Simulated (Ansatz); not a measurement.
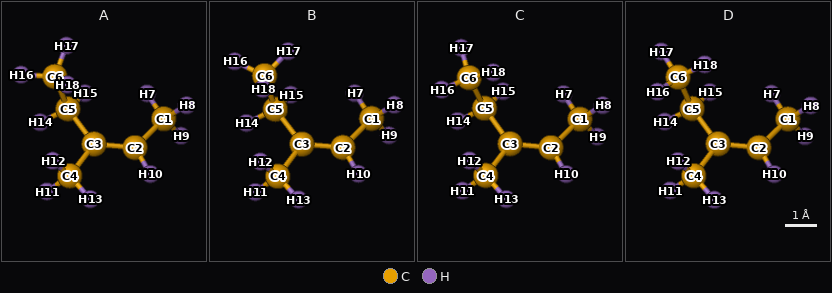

4 geometries from a converged minimum-energy path of C6H12, shuffled. A ball-and-stick model, seen from a free direction.

The calculation used RKS PBE0/STO-3G (Ansatz 0.2.0). Run with 7 movable images; climbing image; force threshold 0.03 eV/Å; iteration limit 39; starting path through a guess of the saddle point.

Q: Which of them lies highest in energy?

A: A. In order along the path, whose images run from 0 to 8: B (image 2, +0.057 eV), A (image 4, +0.119 eV), C (image 6, +0.035 eV), D (image 7, 0.004 eV). The motion is a rotation about the C5–C6 bond by about 120°. No bond forms or breaks between the ends.

Limits of the set-up: STO-3G is a minimal basis, so the numbers are rough.

The run took 5.4 min on 1 thread of Arm Neoverse V2, on a shared host, peak memory 0.12 GiB.
